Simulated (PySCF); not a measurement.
SMILES OB(O)/C=C/B(O)O, singlet, PBE0/def2-SVP optimised geometry. Atoms within 1.6 Å of the plane z = 0.6 Å (x, y, z in Å): B1 (-0.95, 2.40, -0.59), O3 (-1.98, 2.65, 0.27), C4 (-0.09, 1.09, -0.50), C5 (-0.52, -0.09, 0.00), B6 (0.32, -1.43, 0.00), O7 (-0.28, -2.65, -0.01), O8 (1.68, -1.43, 0.00), H10 (-2.04, 1.98, 0.97), H11 (0.93, 1.10, -0.93), H12 (-1.55, -0.11, 0.39), H13 (-1.24, -2.59, -0.05), H14 (2.04, -0.54, 0.09).

Level of theory: PBE0/def2-TZVP (PySCF). Cells within 0.4 Å of a nucleus heavier than hydrogen are left out (blank, or x).

Map of the Laplacian of the electron density (e/bohr⁵), clipped to [-1.50, 1.50] on the plane z = 0.6 Å:

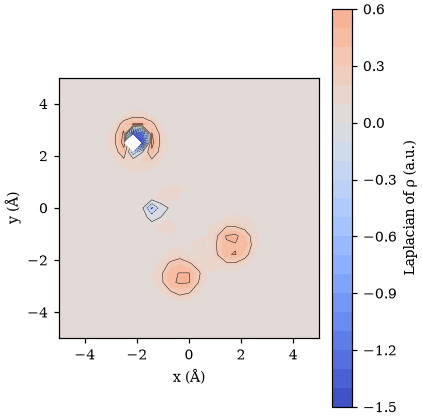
Figure: Laplacian of the electron density (e/bohr⁵), clipped to [-1.50, 1.50] on the plane z = 0.6 Å.
